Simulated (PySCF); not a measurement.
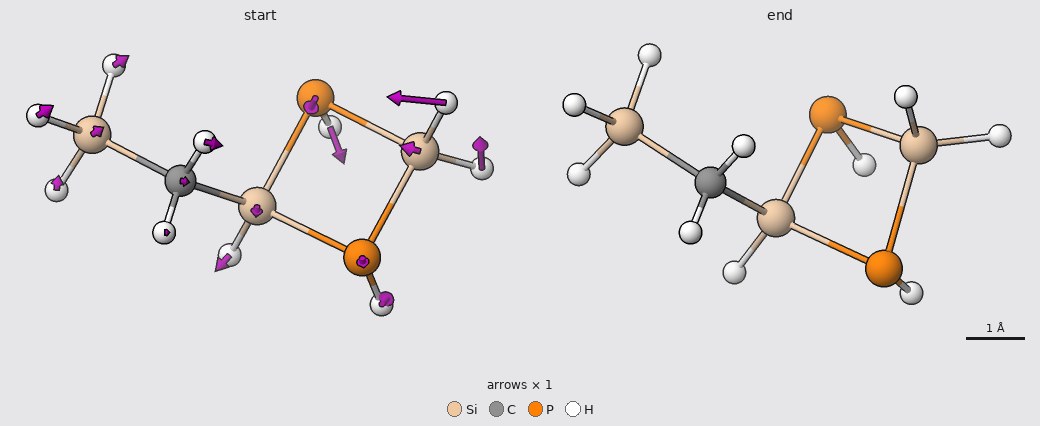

The structure of CH₁₀P₂Si₃ before (left) and after (right) a relaxation, at one scale. The purple arrows give the displacements, at their true length.

The picture is a ball-and-stick view, seen at a tilt.

The start comes from GFN2-xTB.

These are results of PySCF 2.14.0, density-fitted response routines, PBE0-D3(BJ)/def2-SVP geometry optimisation, gas phase, not measurements. 

**Describe what moved and what it gained.**

The largest move after the best rigid fit is that of an H atom, 1.08 Å. Largest moves by element: H 1.08 Å, P 0.56 Å, Si 0.41 Å, C 0.19 Å. Near-neighbour distances that change, for instance: H–P 1.382 → 1.434 Å, H–Si 1.461 → 1.493 Å, P–Si 2.262 → 2.286 Å, C–Si 1.893 → 1.877 Å. Bond angles that change, for instance: Si–P–Si 82.7° → 76.5°, Si–P–H 95.5° → 90.1°, Si–P–H 95.0° → 90.4°. Groups turn about P–Si by about 25°, P–Si by about 25°, P–Si by about 25°. After 12 geometry steps the energy has fallen by 0.230 eV. Largest force component: 1.1 eV/Å at the start, 0.01 eV/Å at the end. The run took about 2.3 core-minutes on a shared host.
